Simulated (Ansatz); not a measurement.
**ClGaH₂O···NH₃: density, localisation and related maps**

Input file:

```
crystal:
  periodic: [false, false, false]
  atoms:
    - { symbol: Ga, position_ang: [0.0, 0.0, 0.0] }
    - { symbol: "N", position_ang: [0.0, 0.0, 2.28] }
    - { symbol: H, position_ang: [-0.877, -0.2713, 2.81] }
    - { symbol: H, position_ang: [0.877, 0.2713, 2.81] }
    - { symbol: H, position_ang: [1.3596, 0.0, -0.785] }
    - { symbol: O, position_ang: [-1.5501, 0.0, -0.895] }
    - { symbol: H, position_ang: [-2.0598, -0.8467, -0.6865] }
    - { symbol: Cl, position_ang: [-0.3177, 2.3894, 0.8009] }
    - { symbol: H, position_ang: [-0.1707, 1.2836, 2.0133] }
basis:
  gaussian: { orbitals: def2-SVP }
hamiltonian:
  xc: pbe
relax:
  f_tol: 0.15
  max_steps: 25
  restrain:
    - { distance: [0, 7], at: 2.24, k: 30.0 }
    - { distance: [8, 1], at: 1.06, k: 30.0 }
    - { distance: [0, 1], at: 3.13, k: 30.0 }
    - { distance: [8, 7], at: 2.57, k: 30.0 }
output:
  orbitals: {}
```

Command:

```sh
ansatz run input.yaml --threads 2 --pin off --max-ram 3072MiB --backend cpu --events-out ev --progress --plain --runs-dir out
```

The fields are those of the run's last geometry, not of the input's.

Not at a stationary point (largest force 0.9 eV/Å).

All numbers below come from RKS PBE/def2-SVP in Ansatz.

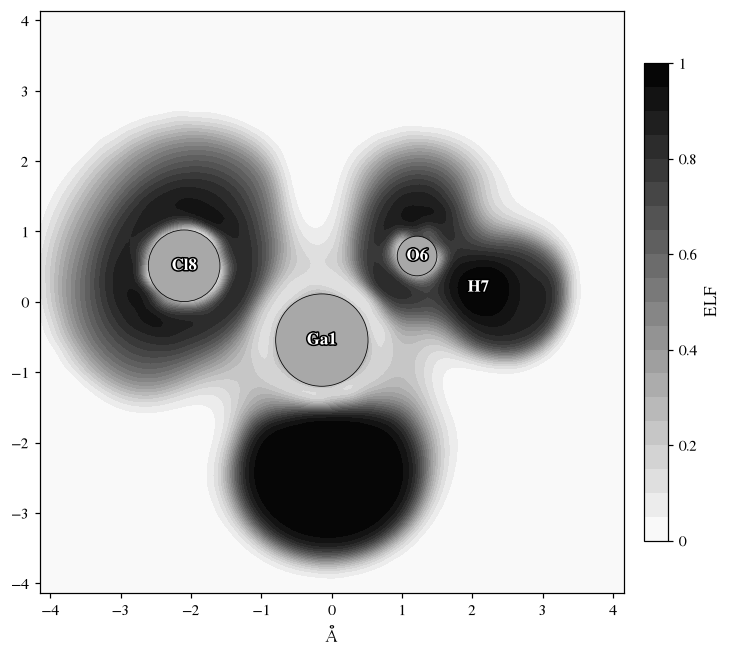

Figure 1. ELF on the plane of atoms Ga1, O6 and H7. Grey discs cover the atomic cores.

> Describe what can be read from this map.

The plane passes through Ga, O, H and Cl nuclei. Ga–O (1.81 Å): the ELF peaks at about 0.85 in the valence shell of O, 0.6 Å from its nucleus, and is about 0.20 at the midpoint. Ga–Cl (2.22 Å): the ELF peaks at about 0.85 in the valence shell of Cl, 0.9 Å from its nucleus, and is about 0.55 at the midpoint. O–H (0.98 Å): the ELF climbs to about 1 towards the hydrogen, as it does in any bond to H (an ordinary covalent bond to hydrogen). The ELF also peaks beside Cl8 and O6, away from the bonds: lone-pair regions.

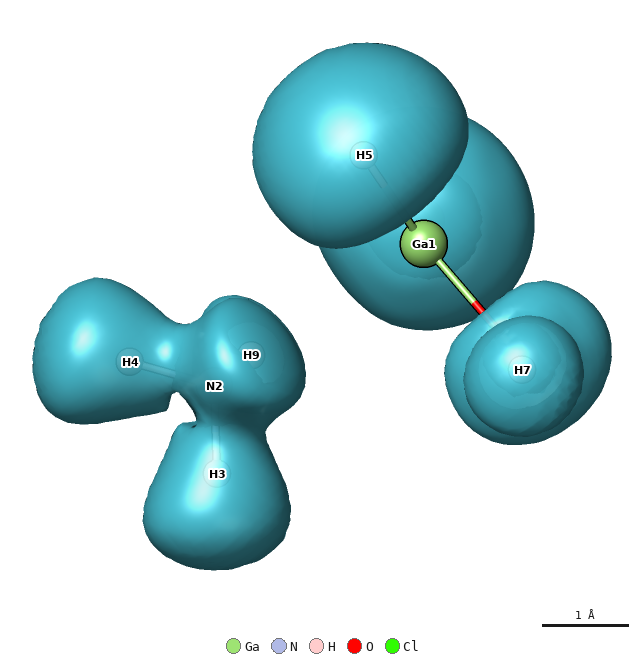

Figure 2. Isosurface of the ELF at 0.75 (cyan), seen at a tilt. Core shells and regions of very low density are left out.

> Describe the localisation domains.

The surface consists of one region around a hydrogen nucleus, one region wrapped around Cl (its valence shell), one joined region spread over several atoms (H, N), in which their bonds and any lone pairs are merged and one joined region spread over several atoms (H, O), in which their bonds and any lone pairs are merged. Along the contacts the grid gives the following. Ga1···N2 (3.11 Å): the ELF dips to about 0.10 between them.

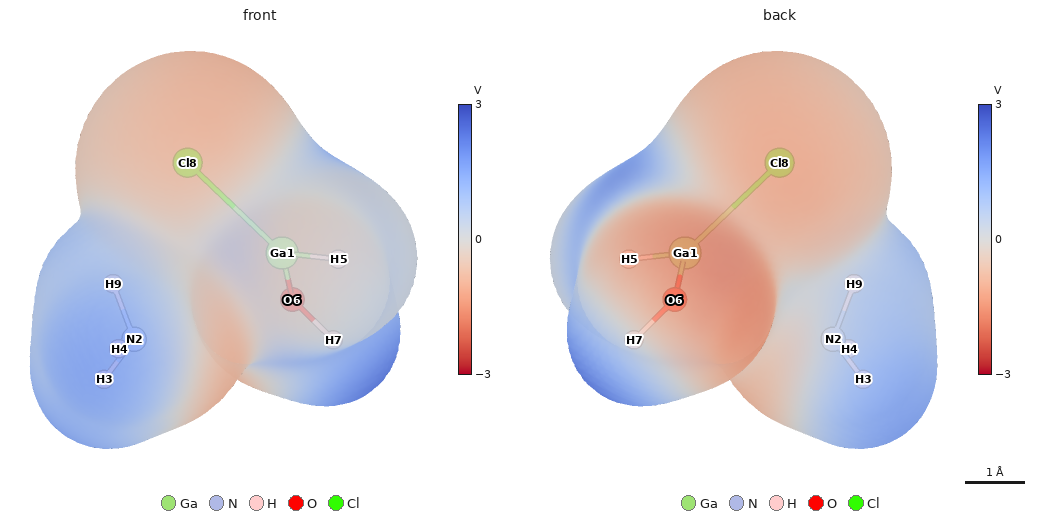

Figure 3. The molecular electrostatic potential painted on the density surface at 0.002 e/bohr³, seen from the front and from behind; red is negative and blue positive.

> Which sites attract a positive test charge, and which a negative one?

A positive charge is drawn to the negative regions and a negative charge to the positive ones. The most negative region (about −1.8 V) lies over O6, the most positive (about +2.2 V) over H7. O6 is the likeliest acceptor of a hydrogen bond.

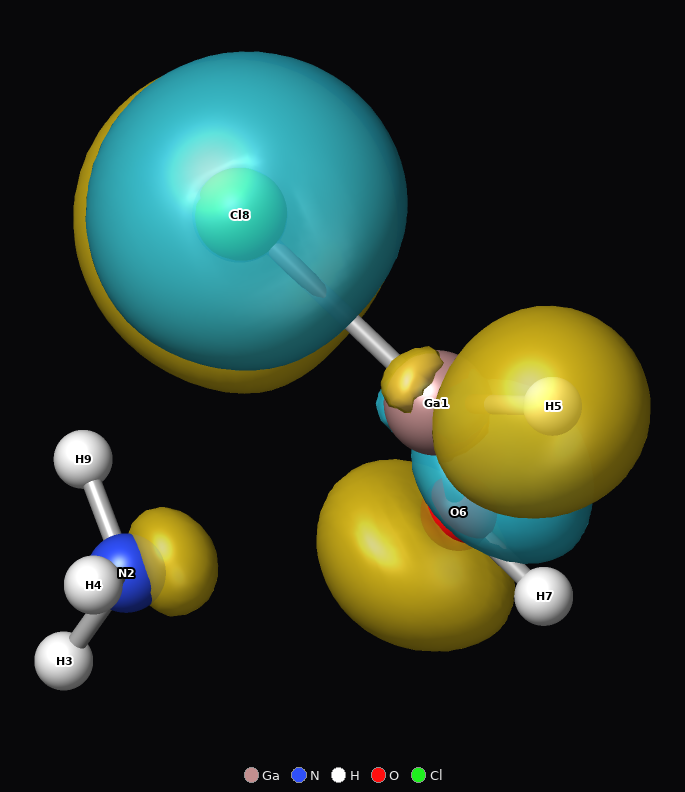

Figure 4. The HOMO−1 at ±0.08 Å⁻³ᐟ² (yellow and cyan are the two phases), seen at a tilt.

> Describe this orbital and give its energy.

By Hirshfeld shares it lies mainly on Cl8 (about 70 %), O6 (about 15 %) and Ga1 (about 10 %); largely a lone pair of Cl8. Its energy is −6.81 eV.
